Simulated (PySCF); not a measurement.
# Two runs on AlH₃

System: AlH₃.
Method of the first run: RKS PBE0-D4/def2-TZVPP, density fitting (PySCF 2.14.0).

The geometry comes from this level: PBE0-D4/def2-TZVP. Text and figures count atoms from 1; the logs count them from 0 in places.

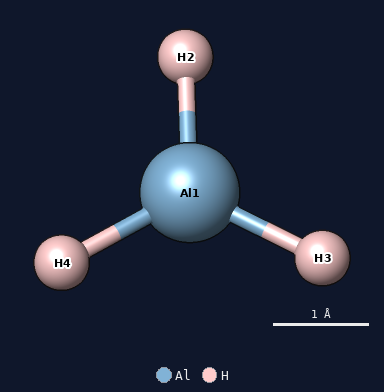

**Figure 1.** The input geometry (ball-and-stick view, seen at a tilt; atoms are numbered from 1 in the order of the input). Sticks mark near contacts.

### Input file, the first run
```python
import json, numpy as np
from pyscf import gto, scf, dft, mp, cc
EV, BOHR = 27.211386245988, 0.529177210903
mol = gto.M(atom="""
Al -0.490038 -0.926342 -0.040374
H 0.946167 -1.513437 0.288275
H -1.039531 -0.960307 -1.527703
H -1.377221 -0.305709 1.118913
""", basis="def2-tzvpp", charge=0, spin=0, max_memory=8670, verbose=0)
def mean_field(mol, dm=None):
    mf = dft.RKS(mol, xc="pbe0").density_fit()
    mf.conv_tol = 1e-9; mf.grids.level = 4
    mf.kernel(dm0=dm)
    if not mf.converged: mf = mf.newton().run(mf.mo_coeff, mf.mo_occ)
    assert mf.converged
    return mf
def d4(mol):
    from pyscf.dispersion.dftd4 import DFTD4Dispersion
    real = gto.M(atom=[(mol.atom_pure_symbol(i), mol.atom_coord(i)) for i in range(4)], unit='B', charge=mol.charge, spin=None, basis='def2-svp', verbose=0)
    r = DFTD4Dispersion(real, xc="pbe0", atm=True).get_dispersion(grad=True); return r["energy"], r["gradient"]
def energy_and_gradient(mol, dm=None):
    mf = mean_field(mol, dm); e, g = d4(mol)
    return mf, (mf.e_tot + e) * EV, (mf.nuc_grad_method().kernel()[:4] + g) * EV / BOHR
out = {}
mf = mean_field(mol); e = d4(mol)[0]
out.update(energy=(mf.e_tot + e) * EV, converged=True, dispersion=e * EV)
out['s2'] = mf.spin_square()[0]; out['nelec'] = mol.nelec
print(f"Total energy {out['energy']:.6f} eV, <S^2> {out['s2']:.4f}")
json.dump(out, open("out.json", "w"), default=float)
```

Launched with:
```bash
OMP_NUM_THREADS=4 python run.py
```

Hardware: 4 threads of Arm Neoverse V2, 23 GiB of memory available, shared host.

### Output (the first run)
```
Total energy -6641.757413 eV, <S^2> 0.0000
```

The input of the second run differs as follows (lines with − go, lines with + come):
```diff
-    mf = dft.RKS(mol, xc="pbe0").density_fit()
+    mf = dft.RKS(mol, xc="pbe").density_fit()
-    r = DFTD4Dispersion(real, xc="pbe0", atm=True).get_dispersion(grad=True); return r["energy"], r["gradient"]
+    r = DFTD4Dispersion(real, xc="pbe", atm=True).get_dispersion(grad=True); return r["energy"], r["gradient"]
```

What does this change do to the results?

The total energies belong to different models, so their difference says nothing on which is more stable or more accurate. The functional changes from PBE0 to PBE.

### Output (the second run)
```
Total energy -6640.998304 eV, <S^2> 0.0000
```

### The two runs side by side

| quantity | the first run | the second run |
| --- | --- | --- |
| outcome | converged | converged |
| total energy (hartree) | −244.080083 | −244.052186 |
| basis functions | 84 | 84 |
| wall time (shared host) | 1.4 s | 1.5 s |
